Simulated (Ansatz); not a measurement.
**Single-point calculation, with input and output: C2H7Ga**

System: C2H7Ga.
Method: RKS PBE0-D4/def2-TZVPP (Ansatz 0.2.0).

The geometry is a transition state. The reaction was set up to form H2–H4 and to break Ga1–H2 and C3–H4 (atoms counted from 1 in the order of the input); sticks are drawn by distance alone. The geometry comes from this level: PBE0-D4/def2-TZVP.

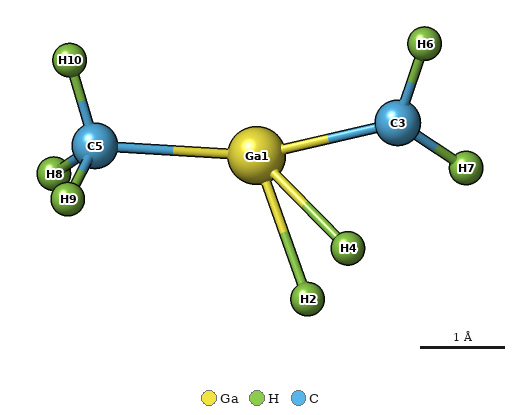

Fig. 1: The input geometry (ball-and-stick view, seen on its broad side; atoms are numbered from 1 in the order of the input). Sticks mark near contacts. Bond lengths as drawn: C–Ga 1.87 to 1.95 Å, C–H 1.09 Å and Ga–H 1.81 to 1.85 Å.

### Key numbers

```json
{"quantity": "outcome", "value": "converged"}
{"quantity": "total energy", "value": "−54554.2874 eV"}
{"quantity": "mean-field energy", "value": "−54554.1519 eV"}
{"quantity": "dispersion energy", "value": "−0.1355 eV"}
{"quantity": "SCF solution under orbital rotations", "value": "stable"}
{"quantity": "HOMO", "value": "−5.89 eV"}
{"quantity": "LUMO", "value": "−1.08 eV"}
{"quantity": "hardware", "value": "4 threads of Arm Neoverse V2, 23 GiB of memory available, shared host"}
{"quantity": "wall time", "value": "1.6 s (CPU time 5.8 s)"}
{"quantity": "peak memory", "value": "0.42 GiB"}
```

### The input
```yaml
crystal:
  periodic: [false, false, false]
  atoms:
    - {symbol: Ga, position_ang: [-0.367798, -0.158894, 0.133164]}
    - {symbol: H, position_ang: [0.136634, -1.279558, -1.253896]}
    - {symbol: C, position_ang: [-1.071119, 0.799140, -1.305650]}
    - {symbol: H, position_ang: [0.032390, -0.368499, -1.618972]}
    - {symbol: C, position_ang: [0.887682, -0.251544, 1.624185]}
    - {symbol: H, position_ang: [-1.332291, 1.856881, -1.312868]}
    - {symbol: H, position_ang: [-1.689053, 0.213391, -1.986487]}
    - {symbol: H, position_ang: [0.678311, -1.118508, 2.251267]}
    - {symbol: H, position_ang: [1.903649, -0.342525, 1.234138]}
    - {symbol: H, position_ang: [0.821496, 0.650014, 2.235219]}
basis:
  gaussian: {orbitals: def2-TZVPP}
hamiltonian: {xc: pbe0, dispersion: d4}
output: {orbitals: {seedname: orbitals}}
```

Run as:
```bash
ansatz run in.yaml --threads 4 --pin off --events-out ev --progress --plain --max-ram 9574MiB
```

### Output
```
Functional definition: PBE0
  name "PBE0"
  cite "Adamo & Barone, J. Chem. Phys. 110, 6158 (1999) doi:10.1063/1.478522"
  cite "Perdew, Burke & Ernzerhof, Phys. Rev. Lett. 77, 3865 (1996) doi:10.1103/PhysRevLett.77.3865"
  parent pbe
  parameter a = 0.25
  parameter kappa = 0.804
  parameter beta = 0.06672455060314922
  exchange = (1 - a)*pbe_x(kappa = kappa, mu = beta*pi^2/3) + a*exact_x
  correlation = pbe_c(beta = beta)
1186 factors; their error is unknown
mean field evaluation 1: about -54539.5767 eV, gradient 8.0e1 eV
mean field evaluation 2: about -54518.6697 eV, gradient 1.1e2 eV
mean field evaluation 4: about -54553.6520 eV, gradient 1.1e1 eV
mean field evaluation 8: about -54553.9726 eV, gradient 2.3e-1 eV
mean field evaluation 16: about -54554.1519 eV, gradient 7.3e-5 eV
mean field -54554.15191781 eV, -2004.8281048472 hartree, gradient 7.3e-5 eV, S^2 0.000000; 0 other end points of the search recorded, 0 dependent functions left out
reference -54554.15194844 eV, -2004.8281059729 hartree; 25, 25 occupied and 183, 183 virtual orbitals, 1186 factors
Total energy: -54554.28744986 eV, -2004.8330855583 hartree
```

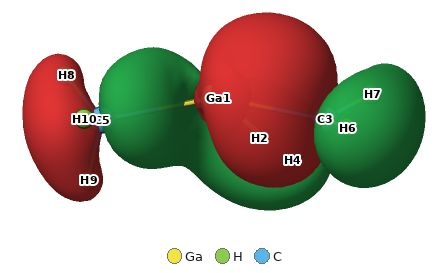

Fig. 2: The HOMO−1 at ±0.08 Å⁻³ᐟ² (green and red are the two phases), seen from the side. By Hirshfeld shares it lies mainly on C3 (35 %), Ga1 (25 %), H2 (10 %) and C5 (10 %). Its energy is −8.19 eV.

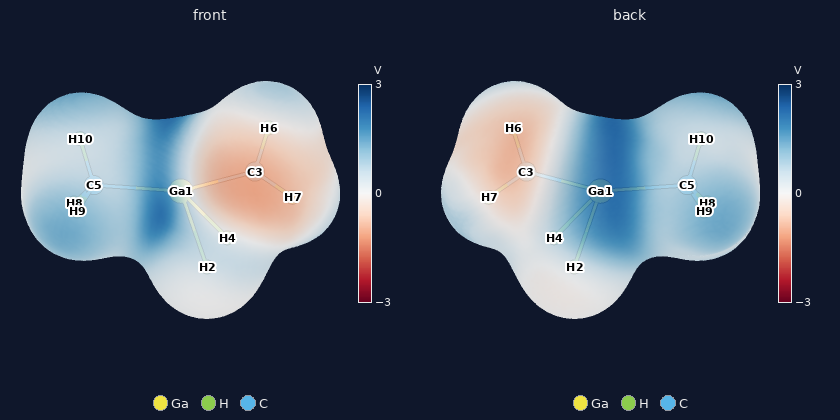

Fig. 3: The molecular electrostatic potential painted on the density surface at 0.004 e/bohr³, seen at a tilt and from behind; red is negative and blue positive.

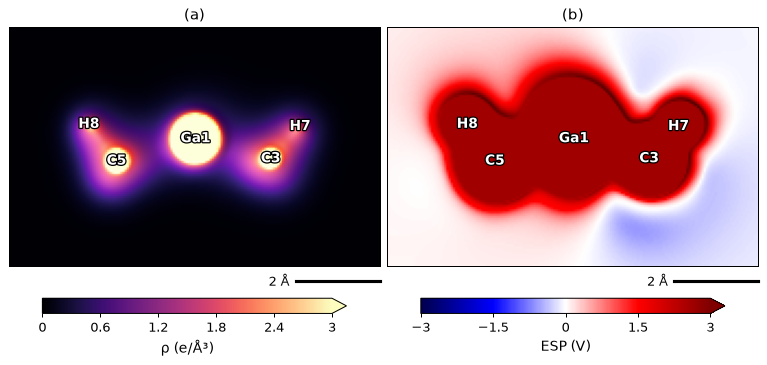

Fig. 4: (a) electron density; (b) molecular electrostatic potential on the plane of atoms Ga1, C5 and H8. C–Ga (1.87 Å): ρ at the midpoint is about 0.9 e/Å³. C–H (1.09 Å): ρ is about 2 e/Å³ halfway. C–Ga (1.95 Å): ρ at the midpoint is about 0.81 e/Å³.

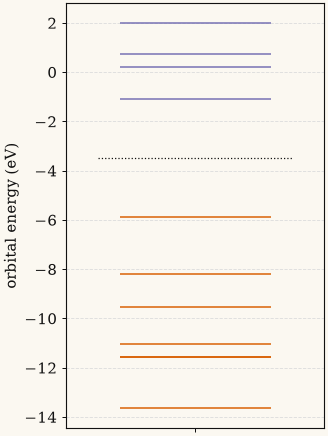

Fig. 5: Orbital energies near the frontier; the dotted line parts filled from empty levels, and levels within 0.02 eV of each other stand side by side. Highest filled −5.89 eV, lowest empty −1.08 eV, 4.81 eV apart.
